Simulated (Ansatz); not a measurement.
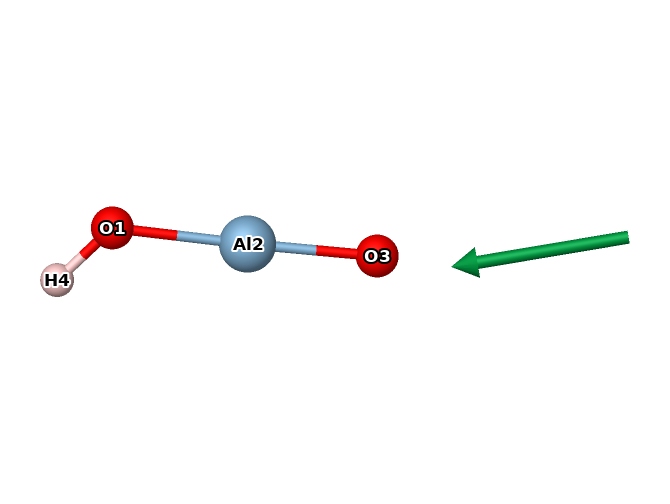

The arrow beside the molecule shows the direction of the dipole moment, from the negative to the positive end (its length means nothing). Computed geometry: PBE-D4/def2-SVP optimisation. No frequency run is at hand to confirm it as a minimum. Properties computed with RKS PBE-D4/def2-SVP (Ansatz 0.2.0).

Estimate the dipole moment.

4.41 D; it points from the side of O3 to the side of H4 (the outermost atoms at the two ends).
